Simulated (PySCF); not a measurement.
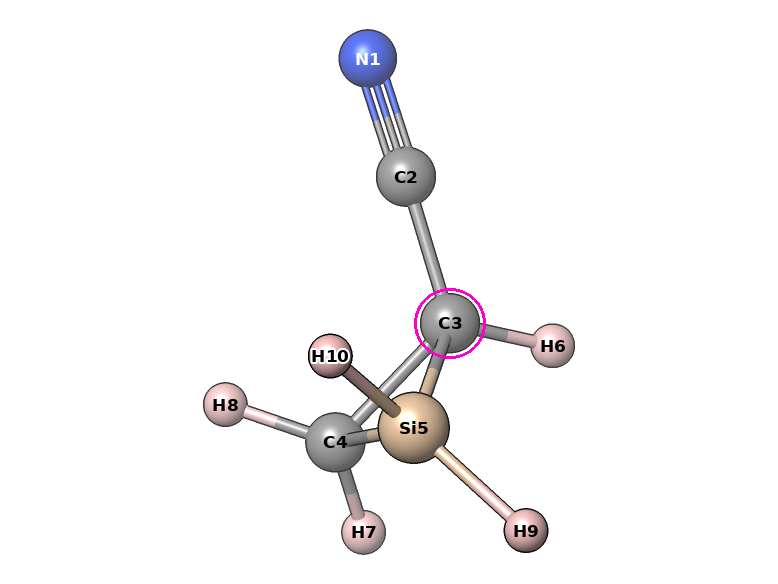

Distant atoms are faded towards the background colour. Circles mark the stereogenic atoms. The geometry was computed by an optimisation with PBE0-D3(BJ)/def2-SVP. No frequency run is at hand to confirm it as a minimum.

Q: Assign CIP descriptors.

A: C3: R (priorities Si5 > C4 > C2 > H6).

Q: Give a SMILES with the stereochemistry.

A: N#C[C@@H]1C[SiH2]1
